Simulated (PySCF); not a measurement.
**AsF$_{5}$, SMILES `F[As](F)(F)(F)F`: what the electrons do**

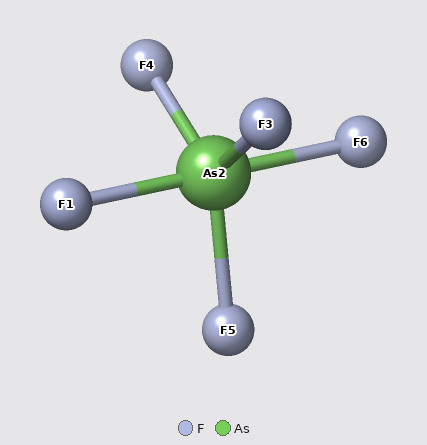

The molecule, with its atoms numbered as below. No frequency check shows the geometry to be a minimum.

Coordinates in Å:

```
F1      -1.7165    0.0002    0.0009
As2      0.0000   -0.0000   -0.0000
F3       0.0010    0.8632    1.4885
F4      -0.0010    0.8573   -1.4919
F5      -0.0000   -1.7209    0.0034
F6       1.7165    0.0002   -0.0009
```

Part 1: Bonding charge

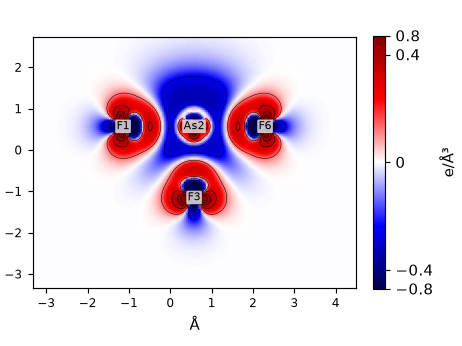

Deformation density (molecule less spherical, spin-averaged free atoms) in the plane of F1, As2, F3 and F6; colour scale in e/Å³, logarithmic beyond ±0.1; red: gain, blue: loss.

Method: PBE/def2-TZVP; geometry: GFN2-xTB; program: PySCF.

> How much density has each bond in this plane gained at its critical point, relative to the free atoms?

As2–F6 and F1–As2: +0.06 e/Å³ at the bond critical point (bond length 1.72 Å, Mayer order 1.1); up to 0.6 Å beside the axis the gain reaches +0.19 e/Å³. As2–F3: +0.05 e/Å³ at the bond critical point (bond length 1.72 Å, Mayer order 1.0); up to 0.6 Å beside the axis the gain reaches +0.18 e/Å³. In all, 1.3 electrons gather in the regions of gain relative to the promolecule. A small or negative value marks a very polar bond, one between electron-rich atoms, whose free-atom densities already overlap strongly, a long bond to a heavier atom, or a closed-shell contact such as a hydrogen bond.

> Where do the Hirshfeld charges lie?

The highest Hirshfeld charge is on As2 (+0.73 e), the lowest on F1 and F6 (−0.16 e).

Part 2: Bond critical points

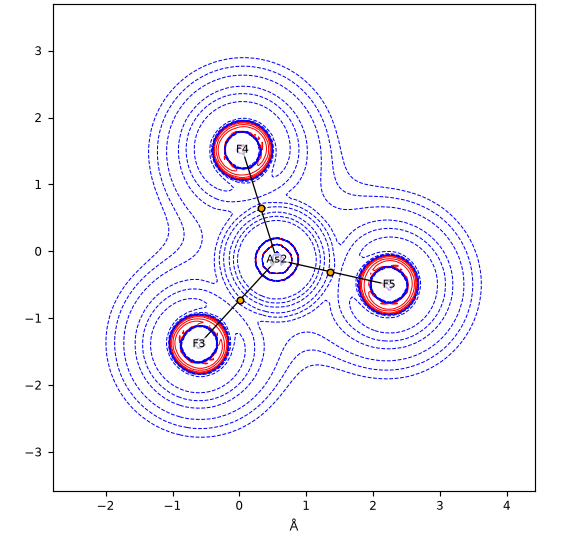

Negative Laplacian of the density (−∇²ρ) in the plane of As2, F3, F4 and F5 (solid red lines positive, dashed blue lines negative, contours at ±0.02 to ±8 a.u.), with bond paths and bond critical points (dots).

> Sort the bonds in the plane by the sign of ∇²ρ at their critical points.

At none is it concentrated. Depleted (∇²ρ > 0): As2–F4, As2–F3 and As2–F5 (+0.59 a.u., H = −0.084). A positive Laplacian with clearly negative H marks a strongly polar covalent bond, whose critical point lies close to the core of the less electronegative atom.

Part 3: Electrostatic potential

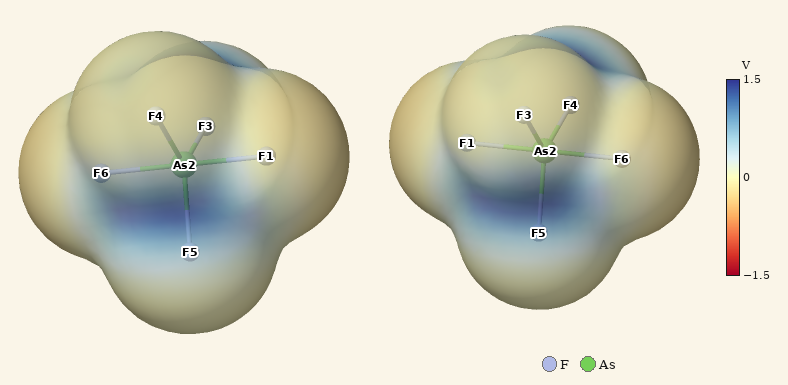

Electrostatic potential on the surface of electron density 0.001 a.u. (back view left, front view right).

> Where are the extremes of the potential on the surface?

Highest: 1.41 V, near F3 (1.91 Å) and F4 (2.08 Å), over As2 (2.1 Å). Lowest: −0.26 V, 1.6 Å from F1, and at like points elsewhere. The surface is sampled at points, so like sites can differ by a few per cent and only the strongest of them is named.

> What volume does the surface enclose, and what is the dipole moment?

About 90 Å³; the dipole moment is 0.0 D.

Part 4: In an electric field

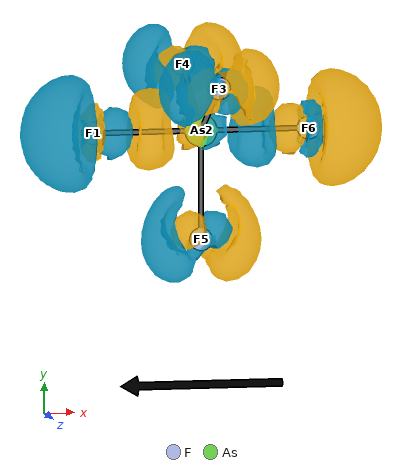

Change of the electron density in a uniform field of 0.21 V/Å along −x (arrow), surfaces at ±0.0015 e/Å³ (yellow: gain, teal: loss).

PySCF calculation, PBE/def2-TZVP, gas phase; geometry: GFN2-xTB. A basis without diffuse functions makes polarisabilities too small.

The field was applied in both directions; the picture shows the one opposite to the script's first.

> What dipole is induced, and what polarisability does it imply?

The induced dipole is 0.32 D (along the field); α along this axis, from the fields in both directions, is 31 bohr³ (4.6 Å³).

The PySCF runs shown took 16 s and 40 s on 1 thread of Intel(R) Xeon(R) 6975P-C (Granite Rapids), with other jobs on the host.
